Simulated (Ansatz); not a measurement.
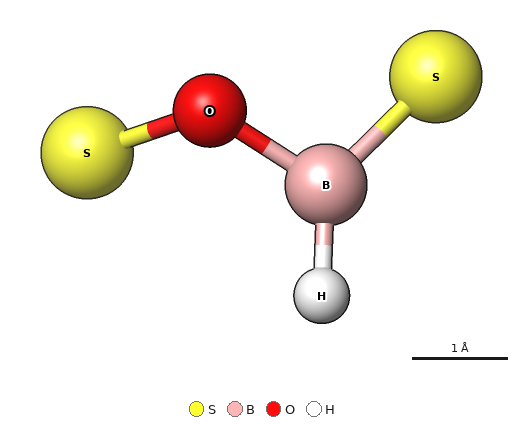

Figure 1. The input geometry (ball-and-stick view, seen at a tilt).

# Single-point calculation, with input and output: BHS₂O

System: BHS₂O.
Method: RKS PBE-D4/def2-TZVPP (Ansatz 0.2.0).

The geometry comes from this level: PBE0-D4/def2-TZVP.

### Output
```
Functional definition: PBE
  name "PBE"
  cite "Perdew, Burke & Ernzerhof, Phys. Rev. Lett. 77, 3865 (1996) doi:10.1103/PhysRevLett.77.3865"
  parent pbe
  parameter kappa = 0.804
  parameter beta = 0.06672455060314922
  exchange = pbe_x(kappa = kappa, mu = beta*pi^2/3)
  correlation = pbe_c(beta = beta)
947 factors; their error is unknown
mean field evaluation 1: about -24387.0736 eV, gradient 6.3e1 eV
mean field evaluation 2: about -24271.0845 eV, gradient 2.0e2 eV
mean field evaluation 4: about -24376.3006 eV, gradient 7.0e1 eV
mean field evaluation 8: about -24398.1780 eV, gradient 2.3e-1 eV
mean field evaluation 16: about -24397.7600 eV, gradient 2.4e0 eV
mean field evaluation 32: about -24395.3528 eV, gradient 8.6e0 eV
mean field -24398.17806604 eV, -896.6165062479 hartree, gradient 7.0e-5 eV, S^2 0.000000; 5 other end points of the search recorded, 0 dependent functions left out
reference -24398.17809980 eV, -896.6165074886 hartree; 23, 23 occupied and 137, 137 virtual orbitals, 947 factors
Total energy: -24398.30300679 eV, -896.6210977357 hartree
```

This output came from the following input.

### Input
```yaml
crystal:
  periodic: [false, false, false]
  atoms:
    - {symbol: S, position_ang: [1.043541, 1.474673, 0.739446]}
    - {symbol: B, position_ang: [-0.011158, 0.544114, -0.236510]}
    - {symbol: O, position_ang: [0.523482, -0.806944, -0.127543]}
    - {symbol: S, position_ang: [-0.406828, -1.975349, 0.385088]}
    - {symbol: H, position_ang: [-1.000053, 0.715116, -0.873225]}
basis:
  gaussian: {orbitals: def2-TZVPP}
hamiltonian: {xc: pbe, dispersion: d4}
```

Run as:
```bash
ansatz run in.yaml --threads 2 --pin off --events-out ev --progress --plain --max-ram 4352MiB
```

### Results in brief

| quantity | value |
| --- | --- |
| outcome | converged |
| total energy | −24398.3030 eV |
| mean-field energy | −24398.1781 eV |
| dispersion energy | −0.1249 eV |
| SCF solution under orbital rotations | stable |
| hardware | 2 threads of Arm Neoverse V2, 23 GiB of memory available, shared host |
| wall time | 3.5 s (CPU time 6.7 s) |
| peak memory | 0.38 GiB |
